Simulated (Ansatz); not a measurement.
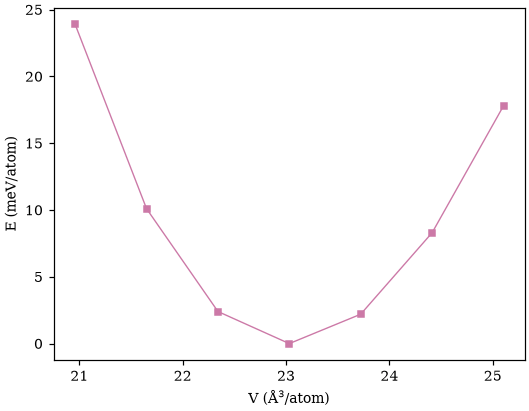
Mg (A15 (β-W type), Pm-3n) under volume change, plane-wave PAW PBEsol (Ansatz code), scaled uniformly.

Task: What does a third-order Birch–Murnaghan fit give for V₀, B₀ and B′?

Result: V₀ = 23.03 Å³/atom, B₀ = 35.1 GPa, B′ = 3.9.

The start of the workflow was typed in or built on a structure type; neither database checked (COD, Materials Project) lists it. It is not the phase usual at ambient conditions (space group No. 194). Symmetry was held in the PBEsol relaxation; whether a distortion lowers the energy is not shown.

Potentials: the later of the program's two PAW sets.
